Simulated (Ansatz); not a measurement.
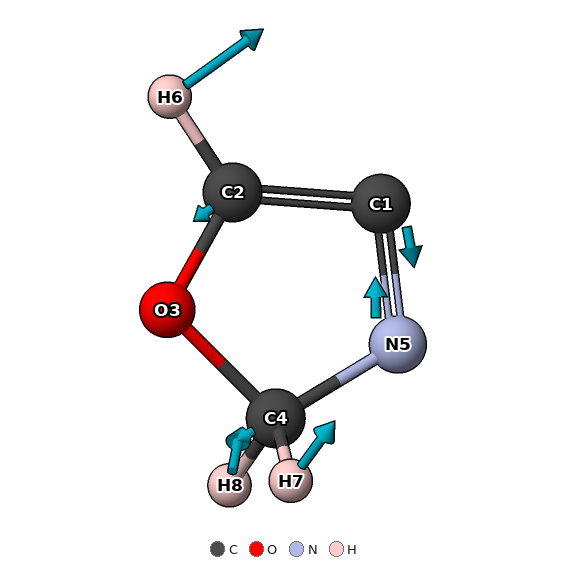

The arrows show one normal mode. Harmonic vibrations computed with RKS PBE0-D4/def2-TZVP (Ansatz 0.2.0) at a stationary point of the same level.

Question: Estimate its harmonic wavenumber.

Answer: 1360 cm⁻¹; it is mode 13 of 18 counted from the lowest.
